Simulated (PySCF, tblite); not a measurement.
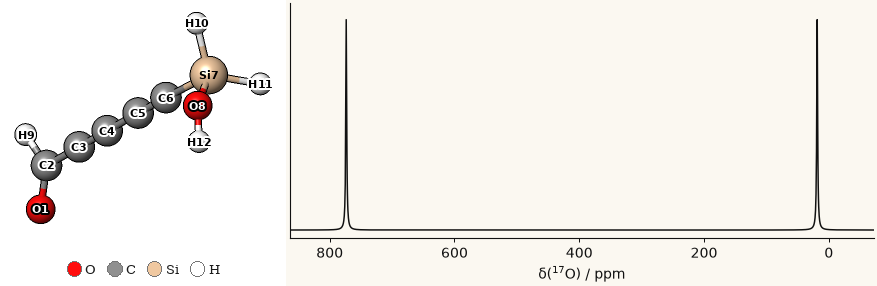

Spectrum and numbered structure of C₅H₄O₂Si, SMILES O=CC#CC#C[SiH2]O. GIAO shifts, PBE0/pcSseg-1 with PySCF, at a GFN2-xTB geometry (a minimum by its frequencies), against H₂O for ¹⁷O computed at the same level (¹⁷O: a single water molecule, while the usual scale starts at liquid water and gives values some tens of ppm lower). Gas phase, fully decoupled, line heights follow the number of nuclei, widths are arbitrary (no quadrupolar broadening); values of one conformer, averaged over nuclei that symmetry or rotation about single bonds exchange, these motions taken as fast.

**Which atoms give which ¹⁷O line?**

```tsv
δ (ppm)	nuclei	atoms
773.5	1	O1
18.7	1	O8
```

Note: the tight-binding geometry is rougher than a DFT one and adds to the error.
